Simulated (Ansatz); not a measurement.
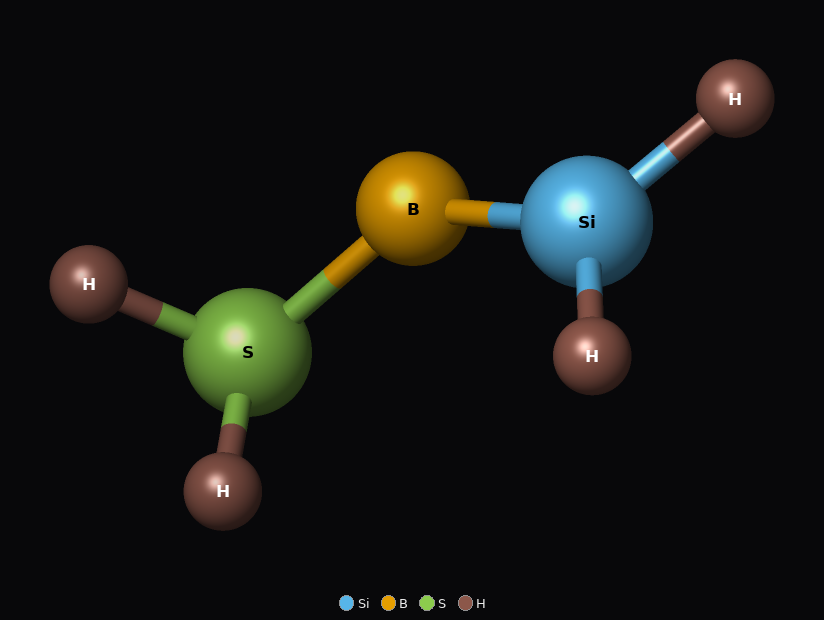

Rendered structure (ball-and-stick style).

The species is neutral and a spin doublet. Computed geometry: PBE0-D4/def2-TZVP optimisation. No frequency run is at hand to confirm it as a minimum.

Description:

The molecule is BH4SSi. This geometry has C1 symmetry. It is an open-shell species. Coordination: 1 Si trigonal planar; 1 B bent; 1 S trigonal pyramidal.

More results for the same structure follow; atom numbers are the same in all pictures, views and colours differ.

Geometry

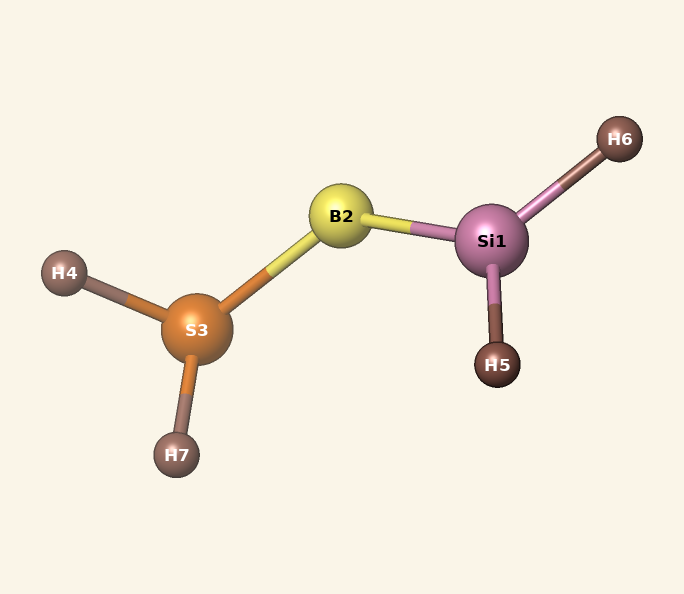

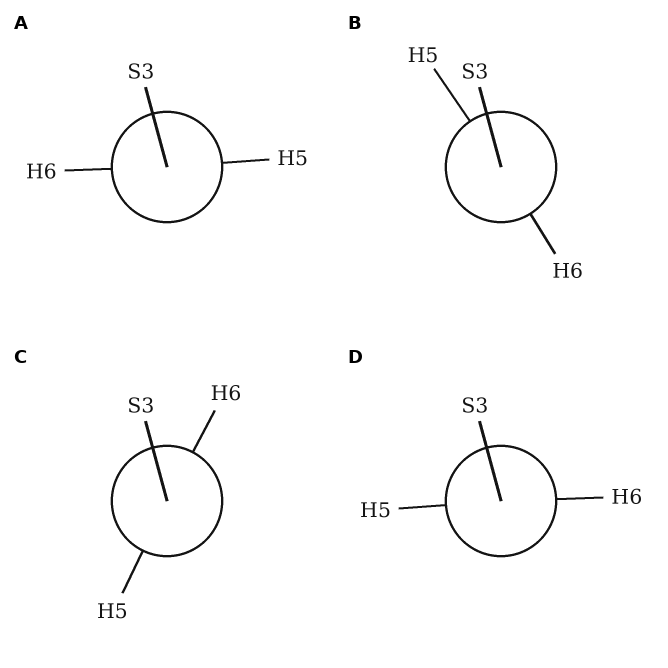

Distant atoms are faded towards the background colour. Bonds that would overlap in a projection are set slightly apart. No frequency run is at hand to confirm it as a minimum.

Which Newman projection shows the view along B2–Si1, with B2 in front?

B. The torsion angle S3–B2–Si1–H5 is −19°, synperiplanar.

Dipole moment

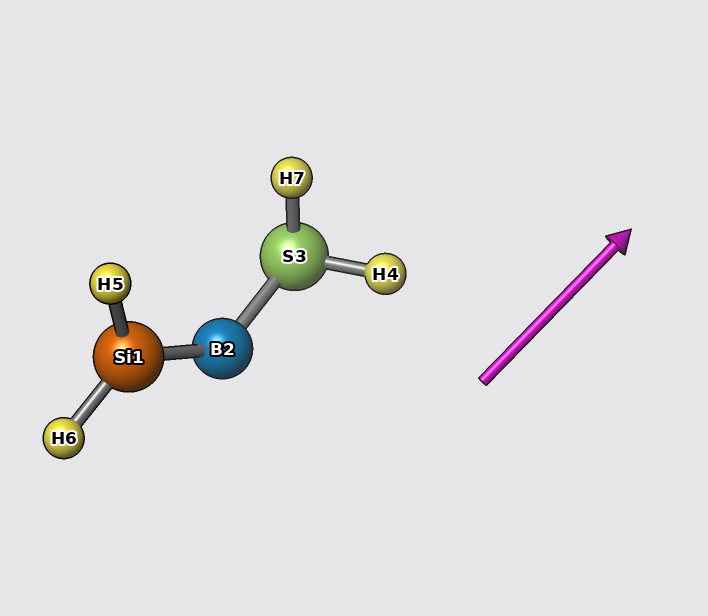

The arrow beside the molecule shows the direction of the dipole moment, from the negative to the positive end (its length means nothing). No frequency run is at hand to confirm it as a minimum. Level of theory: UKS PBE0-D4/def2-TZVP (Ansatz 0.2.0).

Estimate the dipole moment.

3.94 D; it points from the side of H6 to the side of H4, H7 (the outermost atoms at the two ends).

Electronic properties

No frequency run is at hand to confirm it as a minimum. Level of theory: UKS PBE0-D4/def2-TZVPP (Ansatz 0.2.0).

What does the calculation give?

- HOMO energy (Kohn–Sham orbital): −5.18 eV
- ⟨S²⟩ of the determinant: 0.772
- dispersion correction: −12.9 kJ/mol

Charges

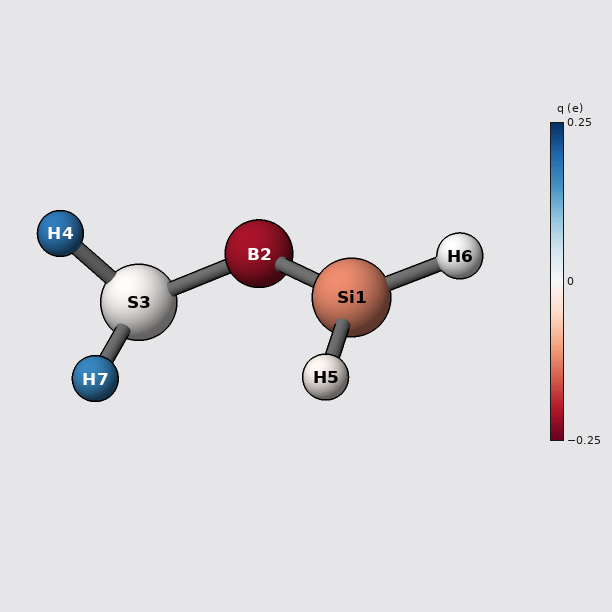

Atoms are coloured by their Mulliken charges. No frequency run is at hand to confirm it as a minimum. Method: UKS PBE0-D4/def2-TZVP (Ansatz 0.2.0).

List the Mulliken charges.

```
atom  value (e)
 Si1      −0.12
  B2      −0.21
  S3      −0.01
  H4       0.18
  H5      −0.01
  H6       0.00
  H7       0.17
```

Mulliken values depend strongly on the basis set and can even reverse the polarity of a bond.
